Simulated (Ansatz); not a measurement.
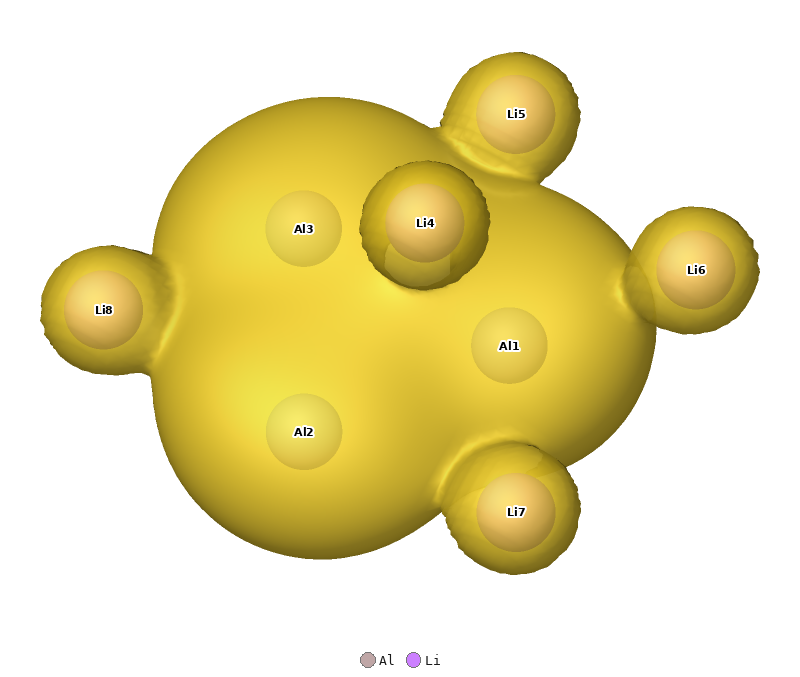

Al₃Li₅ (charge −1, doublet). Isosurface of the total electron density at 0.1 e/Å³ (yellow), seen at a tilt.

Geometry: r2SCAN-D4/def2-SVPD.

Method: Ansatz, UKS PBE0-D4/def2-TZVPD.

The calculation's input:

```
crystal:
  periodic: [false, false, false]
  atoms:
    - {symbol: Al, position_ang: [-0.777807, -1.021269, -0.262732]}
    - {symbol: Al, position_ang: [-0.203522, 0.462306, 1.885309]}
    - {symbol: Al, position_ang: [-0.976165, 1.648456, -0.376506]}
    - {symbol: Li, position_ang: [1.625876, 0.287455, -0.426399]}
    - {symbol: Li, position_ang: [-0.881805, 0.200002, -2.673604]}
    - {symbol: Li, position_ang: [0.865485, -2.557012, -1.629647]}
    - {symbol: Li, position_ang: [0.635030, -2.120065, 1.760900]}
    - {symbol: Li, position_ang: [-0.287091, 3.100136, 1.722668]}
basis:
  gaussian: {orbitals: def2-TZVPD, initial_orbitals: start.molden}
total_charge: -1
magnetization: {spin_polarized: true, initial_magnetization: 1}
hamiltonian: {xc: pbe0, dispersion: d4}
scf: {omitted_lower_state_checks: [starts]}
output: {orbitals: {seedname: orbitals}}
```

Command:

```sh
ansatz run in.yaml --threads 4 --pin off --events-out ev --progress --plain --max-ram 3916MiB
```

### How is the density connected at this value?

At this value the surface is in one piece. It bridges the sampled Al···Al (2.67 Å), Li–Al (2.63 Å), Al–Al (2.67 Å) and Li–Al (2.70 Å) contacts, where the density stays above the isovalue. On the grid the lowest density along these lines, outside the cores, is 0.27 e/Å³ (Al···Al, 2.67 Å), 0.12 e/Å³ (Li–Al, 2.63 Å), 0.27 e/Å³ (Al–Al, 2.67 Å) and 0.11 e/Å³ (Li–Al, 2.70 Å).
